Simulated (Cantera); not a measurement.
Feed: 1 mol Si, 0.59 mol CO2, 32 mol CO, equilibrated at 0.300 bar.

Method: chemical equilibrium by Gibbs-energy minimisation in Cantera with the NASA 1993 tables (ideal gas, pure condensed phases). Candidate condensed phases: C, Si, SiC, SiO2; 20 gas species. Mutual solubility and eutectic melting of coexisting phases are not modelled. The tables hold silica as quartz up to 1696 K and as liquid above; real silica turns to tridymite and cristobalite and melts near 1996 K. Equilibrium is a limit: real reactors are often held back by kinetics, nucleation or transport.

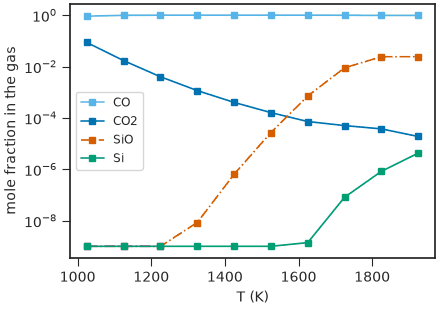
*Equilibrium gas composition (values under 1e-9 drawn at 1e-9)*

From 1025 K to 1625 K the condensed part is C(graphite) + SiO2(β-quartz). At 1725 K the condensed part is SiC(s) + SiO2(condensed). From 1825 K to 1925 K the condensed part is SiC(s).
